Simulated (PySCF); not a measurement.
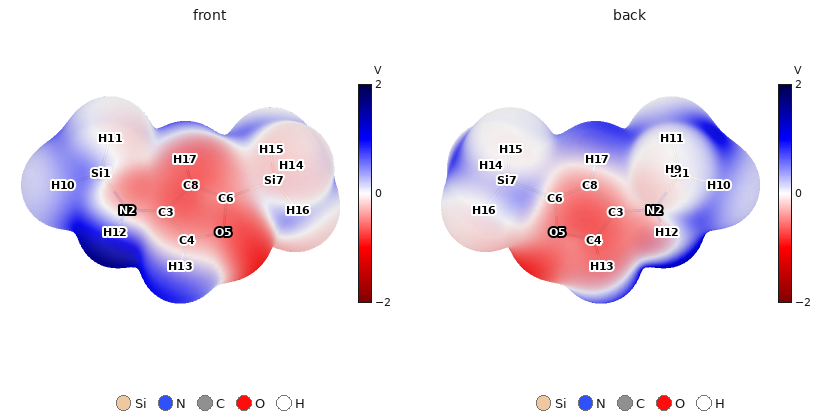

*C4H9NOSi2 (SMILES [SiH3]Nc1coc([SiH3])c1). The electrostatic potential painted on the density surface at 0.001 e/bohr³, seen from the front and from behind; the colour scale runs from red (negative) to blue (positive).*

Geometry: GFN2-xTB.

Theory: PySCF 2.14.0, PBE0/pcSseg-1, SCF density, gas phase, non-relativistic.

The calculation's input:

```
{"job": {"kind": "nmr", "xc": "PBE0", "basis": "pcSseg-1"}, "charge": 0, "multiplicity": 1}
Si    -3.017766     0.304669     0.429809
N     -1.916511    -0.791258    -0.321128
C     -0.545001    -0.672613    -0.363020
C      0.350575    -1.522563    -0.956967
O      1.612490    -1.074654    -0.789886
C      1.548575     0.077300    -0.082563
Si     3.158634     0.939885     0.317060
C      0.240757     0.362898     0.203664
H     -2.927197     1.632189    -0.187670
H     -4.317662    -0.314823     0.183944
H     -2.723007     0.412709     1.862083
H     -2.254361    -1.604590    -0.809606
H      0.214884    -2.433965    -1.505056
H      3.842699     0.251564     1.416095
H      2.838354     2.310978     0.715862
H      4.007849     0.925896    -0.874441
H     -0.120310     1.208408     0.751910
```

Launched as:

```sh
OMP_NUM_THREADS=1 python probes_run.py task.json out
```

### Describe the electrostatic potential map.

The most negative region (about −0.9 V) lies over O5, the most positive (about +1.6 V) over H12.
